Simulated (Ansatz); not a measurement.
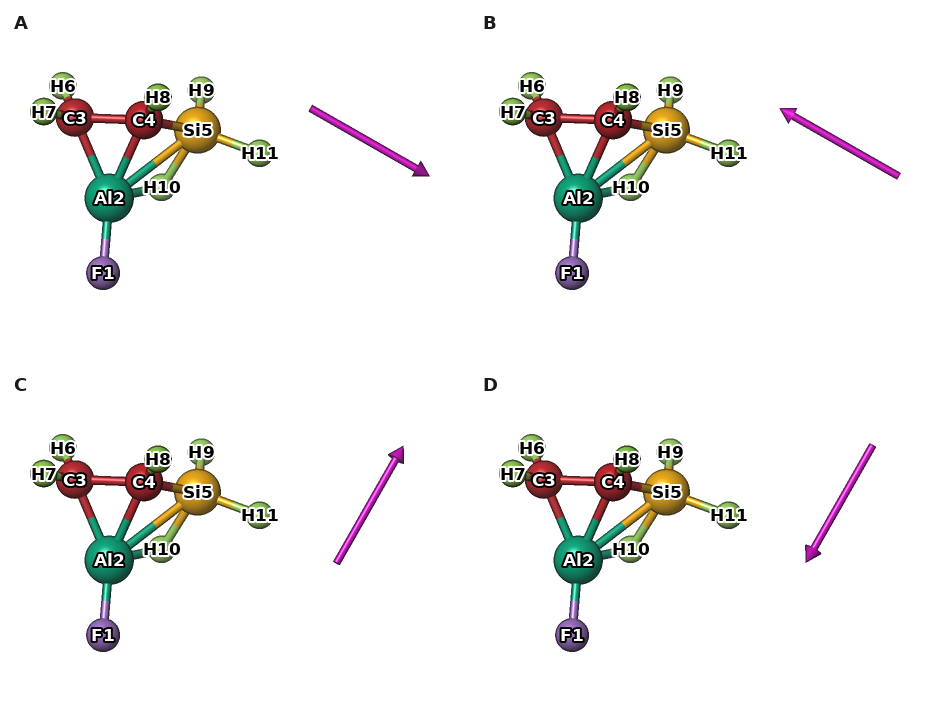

The same molecule four times, each with an arrow. The geometry was computed by an optimisation with PBE0-D4/def2-TZVP. No frequency run is at hand to confirm it as a minimum. Properties computed with RKS PBE-D4/def2-TZVPP (Ansatz 0.2.0).

### Which arrow points along the dipole moment, from the negative to the positive end?

C. The dipole moment is 1.44 D; it points from the side of F1 to the side of H9 (the outermost atoms at the two ends).
